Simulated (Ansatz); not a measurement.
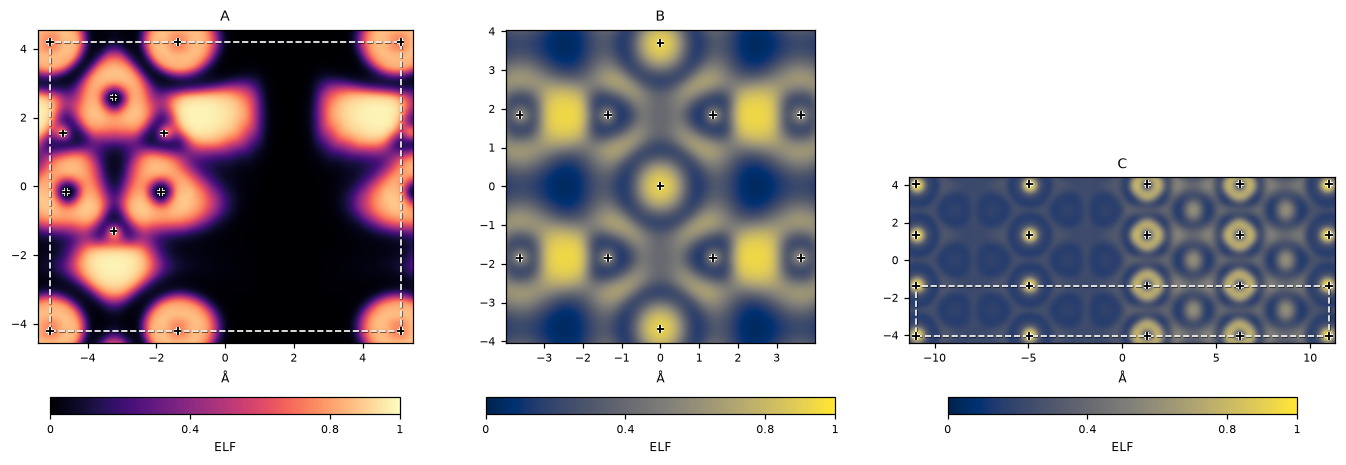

The electron localisation function of 3 systems, each on a plane through atoms (crosses mark nuclei in the plane).

Computed with Ansatz 0.2.0, DFT PBE, scalar-relativistic, plane waves, PAW.

System 1: Ca₂Si₃N₃, the (010) plane of the conventional cell. Space group Amm2; a generated structure, not necessarily the stable one; computed without spin polarisation.

```
Ca Si N
1.0
    10.20851    0.00000    0.00000
     0.00000    4.93410    0.00000
     0.00000    0.00000    8.40899
Ca Si N
4 6 6
Direct
  0.81781 0.00000 0.40543
  0.81781 0.50000 0.90543
  0.18219 0.00000 0.40543
  0.18219 0.50000 0.90543
  0.85575 0.00000 0.08831
  0.85575 0.50000 0.58831
  0.14425 0.00000 0.08831
  0.14425 0.50000 0.58831
  0.00000 0.50000 0.25029
  0.00000 0.00000 0.75029
  0.13515 0.50000 0.38474
  0.13515 0.00000 0.88474
  0.86485 0.50000 0.38474
  0.86485 0.00000 0.88474
  0.00000 0.00000 0.21279
  0.00000 0.50000 0.71279
```

System 2: MnSi₃, the (11̄0) plane of the conventional cell. Space group P4/mmm; a generated structure, not necessarily the stable one; changed on purpose from its base cell (volume × 0.88, shape and atoms relaxed); computed pressure about 24 GPa in this cell; computed without spin polarisation.

System 3: Cu₃Mo₂, the (11̄0) plane of the conventional cell. Space group P-3m1; a generated structure, not necessarily the stable one; computed without spin polarisation.

```
Cu Mo
1.0
     2.70174    0.00000    0.00000
    -1.35087    2.33977    0.00000
     0.00000    0.00000   21.98464
Cu Mo
6 4
Direct
  0.00000 0.00000 0.86286
  0.33333 0.66667 0.77075
  0.33333 0.66667 0.04558
  0.00000 0.00000 0.13714
  0.66667 0.33333 0.22925
  0.66667 0.33333 0.95442
  0.33333 0.66667 0.33144
  0.66667 0.33333 0.44379
  0.33333 0.66667 0.55621
  0.66667 0.33333 0.66856
```

**Match each panel to its system.**

Panel A is system 1, Ca₂Si₃N₃: the plane holds Ca, Si and N. Si–N (1.71 Å): the ELF peaks at about 0.85 between the atoms. Panel B is system 2, MnSi₃: the plane holds Mn and Si. Si–Si (2.28 Å): the ELF peaks at about 0.95 between the atoms. Panel C is system 3, Cu₃Mo₂: the plane holds Cu and Mo. Mo–Mo (2.70 Å): the ELF is about 0.30 at the midpoint (no shared electron pair shows on this line).
